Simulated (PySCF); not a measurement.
# BH3 (borane): levels of theory compared

We compute a comparison of 6 runs (BCCD(T)/6-31G*, CCSDT(Q)/6-31G*, QCISD(T)/6-31G*, CISD/6-31G*, CCSD(T)/6-31G*, FCI/6-31G*) of BH3 (borane). Input form: a Python script.

The results are computed with PySCF 2.14.0.

9 further runs of the same task are left out: 2 that didn't finish, 7 set aside as unsound or not needed.

### Step 1. Starting point

BH3 has 4 atoms, charge 0, and is taken as a singlet. As SMILES, `B`. The B1–H3 distance was set to 2.148 Å, away from the relaxed value. At this shape a bond of the SMILES string is far longer than usual.

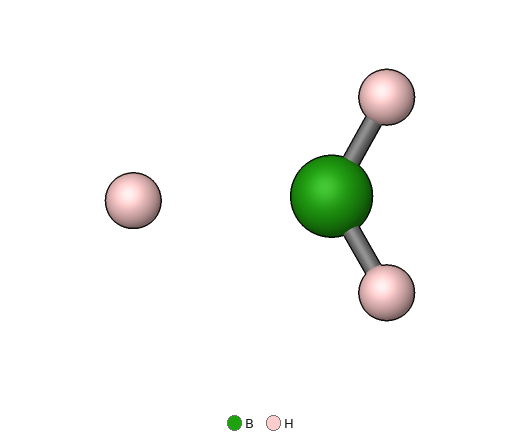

The structure, seen from a chosen angle (boron green, hydrogen pink).

### Step 2. A single-point energy at BCCD(T)/6-31G(d) (spherical functions) (run 1)

input.xyz reads:

```xyz
4
BH3
B      0.245983     0.910272    -0.043580
H      1.214283     1.307072     0.530320
H     -0.276200    -1.171800     0.043000
H     -0.432317     1.670272    -0.665380
```

job.py reads:

```python
from pyscf import gto, cc
from pyscf.cc.bccd import bccd_kernel_

mol = gto.M(
    atom='input.xyz',
    verbose=3,
    basis='6-31g*',
    spin=0,
    max_memory=1860,
    charge=0,
)

mf = mol.RHF()
mf.conv_tol = 1e-10
mf.kernel()
if not mf.converged:
    mf = mf.newton().run(mf.mo_coeff, mf.mo_occ)

mycc = cc.CCSD(mf, frozen=1).run()
mycc = bccd_kernel_(mycc, diis=True)
e_t = mycc.ccsd_t()
e_final = mycc.e_tot + e_t
print(f'total energy: {e_final:.8f} hartree')
```

On the command line:

```
$ OMP_NUM_THREADS=1 python job.py
```

What it wrote:

```text
converged SCF energy = -26.257518817233
E(CCSD) = -26.37185285699382  E_corr = -0.1143340397608529
BCCD loop starts.

[... 22 lines left out ...]
CCSD converged
[... 23 lines left out ...]
CCSD converged
[... 22 lines left out ...]
CCSD converged
[... 3 lines left out ...]
******** <class 'pyscf.cc.ccsd.CCSD'> ********
CC2 = 0
CCSD nocc = 3, nmo = 19
frozen orbitals 1
max_cycle = 50
direct = 0
conv_tol = 1e-07
conv_tol_normt = 1e-05
diis_space = 6
diis_start_cycle = 0
diis_start_energy_diff = 1e+09
Init E_corr(CCSD) = -0.118279387865859
cycle = 1  E_corr(CCSD) = -0.118280493552452  dE = -1.10568659e-06  norm(t1,t2) = 1.37221e-05
cycle = 2  E_corr(CCSD) = -0.118280138004354  dE = 3.55548098e-07  norm(t1,t2) = 2.5366e-06
cycle = 3  E_corr(CCSD) = -0.118280067626932  dE = 7.03774222e-08  norm(t1,t2) = 8.32389e-07
CCSD converged
E(CCSD) = -26.37155140390757  E_corr = -0.1182800676269319
BCC iter:    3  E:     -26.371551403908  dE:    1.110e-07  |t1|:    9.229e-07
CCSD(T) correction = -0.00349589633706813
total energy: -26.37504730 hartree
```

Wall time 1.3 s (1 thread of Arm Neoverse V1, shared host); peak memory 0.12 GiB.

### Step 3. A single-point energy at CCSDT(Q)/6-31G(d) (spherical functions) (run 2)

run.py reads:

```python
from pyscf import gto, scf, cc

mol = gto.M(
    atom='''
B        0.245983       0.910272      -0.043580
H        1.214283       1.307072       0.530320
H       -0.276200      -1.171800       0.043000
H       -0.432317       1.670272      -0.665380
''',
    basis='6-31g*',
    charge=0,
    verbose=3,
    max_memory=1860,
)

hf = scf.RHF(mol)
hf.conv_tol = 1e-10
hf.kernel()
if not hf.converged:
    hf = hf.newton().run(hf.mo_coeff, hf.mo_occ)

mycc = cc.CCSDT(hf, frozen=1)
mycc.kernel()
e_bracket, e_q = mycc.ccsdt_q()
energy = mycc.e_tot + e_q
print('E(%s) = %.9f' % ('CCSDT(Q)', energy))
```

On the command line:

```
$ OMP_NUM_THREADS=1 python run.py
```

What it wrote:

```text
converged SCF energy = -26.257518817233
_make_eris_incore_RCCSDT

WARN: A large `blksize` is being used, which may cause large memory consumption
      for storing contraction intermediates. If memory is sufficient, consider using
      `pyscf.cc.rccsdt_highm.RCCSDT` instead.

WARN: A large `blksize_oovv` is being used, which may cause large memory consumption
      for storing contraction intermediates. If memory is sufficient, consider using
      `pyscf.cc.rccsdt_highm.RCCSDT` instead.

WARN: A large `blksize_oooo` is being used, which may cause large memory consumption
      for storing contraction intermediates. If memory is sufficient, consider using
      `pyscf.cc.rccsdt_highm.RCCSDT` instead.

RCCSDT converged
E(RCCSDT) = -26.3758971713922   E_corr = -0.1183783541592418
E_corr(same-spin) = -0.00857132167250727
E_corr(oppo-spin) = -0.109807032486735
_make_eris_incore_RCCSDT
E(CCSDT(Q)) = -26.375919453
```

Wall time 1.9 s (1 thread of Arm Neoverse V1, shared host); peak memory 0.11 GiB.

Runs 3 to 5 aren't shown in full; the table further down has their settings and results.

### Step 4. A single-point energy at FCI/6-31G(d) (spherical functions) (run 6)

run.py reads:

```python
from pyscf import gto, scf, mcscf
from pyscf import fci

system = gto.M(
    atom='B 0.245983 0.910272 -0.043580; H 1.214283 1.307072 0.530320; H -0.276200 -1.171800 0.043000; H -0.432317 1.670272 -0.665380',
    spin=0,
    verbose=3,
    max_memory=1860,
    basis='6-31g*',
)

calc0 = scf.RHF(system)
calc0.conv_tol = 1e-10
calc0.kernel()
if not calc0.converged:
    calc0 = calc0.newton().run(calc0.mo_coeff, calc0.mo_occ)

cas = mcscf.CASCI(calc0, calc0.mo_coeff.shape[-1] - 1, (system.nelec[0] - 1, system.nelec[1] - 1))  # full CI above the frozen core
cas.fcisolver = fci.direct_spin0.FCI(system)  # even spin states alone
cas.kernel()
print('<S^2> = %.4f' % cas.fcisolver.spin_square(cas.ci, cas.ncas, cas.nelecas)[0])
e_tot = cas.e_tot
print(f'total energy: {e_tot:.8f} hartree')
```

On the command line:

```
$ OMP_NUM_THREADS=1 python run.py
```

What it wrote:

```text
converged SCF energy = -26.257518817233
CASCI E = -26.3759264156221  E(CI) = -8.40881294819735  S^2 = 0.0000000
<S^2> = 0.0000
total energy: -26.37592642 hartree
```

It took 47 s on 1 thread of Arm Neoverse V1, shared host; peak memory 0.32 GiB.

### Step 5. The series

```
run                                  level  energy (Eh)  correlation energy (mEh)  wall time
  1   BCCD(T)/6-31G* (spherical functions)   -26.375047                    -117.5      1.3 s
  2  CCSDT(Q)/6-31G* (spherical functions)   -26.375919                    -118.4      1.9 s
  3  QCISD(T)/6-31G* (spherical functions)   -26.375297                    -117.8     0.81 s
  4      CISD/6-31G* (spherical functions)   -26.366382                    -108.9     0.82 s
  5   CCSD(T)/6-31G* (spherical functions)   -26.375148                    -117.6     0.81 s
  6       FCI/6-31G* (spherical functions)   -26.375926                    -118.4       47 s
```

### Step 6. Outcome

| quantity | value |
| --- | --- |
| run 6: total energy | -26.37593 Eh |
| run 6: dipole moment (Hartree–Fock density) | 1.84 D |
| run 6: HOMO energy (Hartree–Fock orbitals) | -9.74 eV |
| run 6: LUMO energy (Hartree–Fock orbitals) | 1.76 eV |
| run 6: HOMO–LUMO gap (Hartree–Fock orbitals) | 11.50 eV |
| run 6: correlation energy (1 core orbital frozen) | -118.4 mEh |

What this shows: Against full CI in this basis: BCCD(T) +0.9 mEh; CCSDT(Q) +0.0 mEh; QCISD(T) +0.6 mEh; CISD +9.5 mEh; CCSD(T) +0.8 mEh. All runs together took 52 s, the longest 47 s.
